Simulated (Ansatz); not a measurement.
System: C2H9AlClN.

```tsv
atom	x (Å)	y (Å)	z (Å)
Al	0.5055	-0.1828	-0.0293
N	-0.2985	1.6912	0.4207
C	-0.1618	-1.3168	1.4418
C	-0.0506	-0.4663	-1.9018
H	0.5215	2.2983	0.5781
Cl	2.5770	0.4926	0.2096
H	-0.8548	2.1051	-0.3403
H	-0.8706	1.7081	1.2765
H	-1.2718	-1.3998	1.4499
H	0.2270	-2.3545	1.3465
H	0.1573	-0.9538	2.4430
H	-1.1532	-0.5620	-2.0126
H	0.3858	-1.4064	-2.3028
H	0.2872	0.3473	-2.5793
```

The calculation used RKS PBE-D4/def2-SVP in Ansatz 0.2.0.

> Predict the electron density and electron localisation function between the atoms.

C–Al (1.97 Å): the density is about 0.7 e/Å³ at the midpoint; the ELF peaks at about 0.95 between the atoms (a polar covalent bond).
Al–N (2.09 Å): ρ at the midpoint is about 0.45 e/Å³; the ELF peaks at about 0.95 in the valence shell of N, 0.8 Å from its nucleus, and is about 0.75 at the midpoint.
N–H (1.03 Å): ρ is about 2.7 e/Å³ halfway; the ELF climbs to about 1 towards the hydrogen, as it does in any bond to H: a covalent bond by its length.
C–H (1.11 Å): ρ is about 1.8 e/Å³ halfway; the ELF climbs to about 1 towards the hydrogen; a covalent bond by its length.

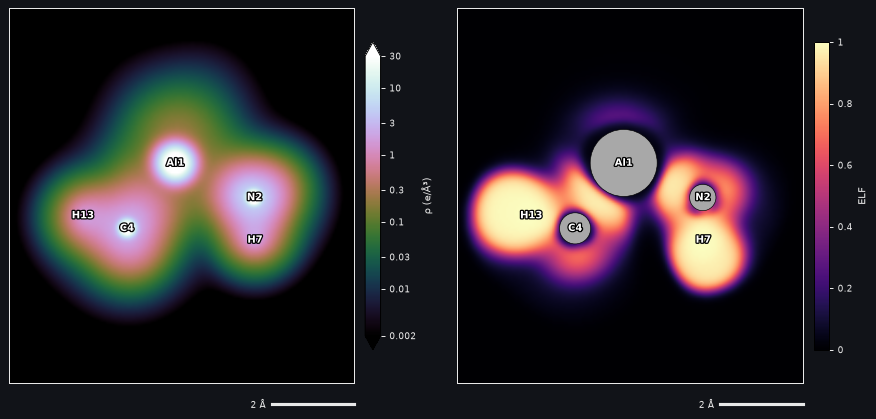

Computed electron density and electron localisation function on the plane of atoms Al1, N2 and H7, in this order. Grey discs cover the atomic cores in the ELF map. 
